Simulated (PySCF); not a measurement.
Input

```
{"job": {"kind": "epr", "basis": "pcH-1"}, "charge": 1, "multiplicity": 2}
C      3.576079     0.929682    -0.193586
C      2.208243     0.546055    -0.150413
C      1.033691     0.224310    -0.102356
Si    -0.731957    -0.283158    -0.065530
C     -1.823864     1.331278    -0.180203
C     -1.186772    -0.772076     1.770306
C     -1.194690    -1.609208    -1.330280
H      3.709695     1.918726     0.245700
H      3.935425     0.929954    -1.223975
H      4.176910     0.213436     0.372962
H     -1.658637     1.743045    -1.168945
H     -2.868776     1.073576    -0.054269
H     -1.527687     2.051680     0.572615
H     -0.934364     0.029045     2.454137
H     -0.606544    -1.656391     2.006143
H     -2.245245    -0.994725     1.834139
H     -2.248568    -1.873050    -1.263584
H     -0.618366    -2.519875    -1.183224
H     -1.004378    -1.273054    -2.347097
```

Launched as:

```sh
OMP_NUM_THREADS=1 python probes_run.py task.json out
```

Geometry: GFN2-xTB.

These are results of UKS B3LYP, pcH-1 on C H Si, non-relativistic, mean-field spin-orbit, GIAO in PySCF 2.14.0, density-fitted response routines, not measurements.

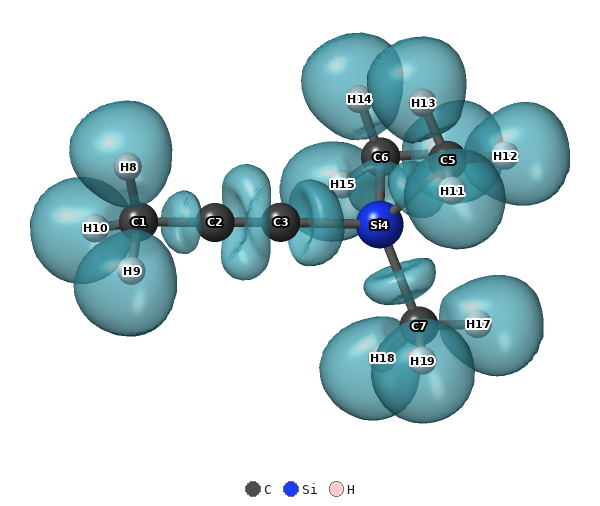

C6H12Si (SMILES C[C+]=[C][Si](C)(C)C) (charge +1, doublet). Isosurface of the electron localisation function at 0.8 (cyan), seen at a tilt. Core shells and regions of very low density are left out.

### Describe the localisation domains.

The ELF exceeds this value in two regions between bonded C–C atoms (shared pairs), four regions between bonded C–Si atoms (shared pairs) and twelve regions around hydrogen nuclei.

Values along the shortest contacts:
C–C (1.22 Å): the ELF peaks at about 0.90 between the atoms (a multiple bond). C–Si (1.84 Å): the ELF peaks at about 0.95 between the atoms (a shared electron pair).
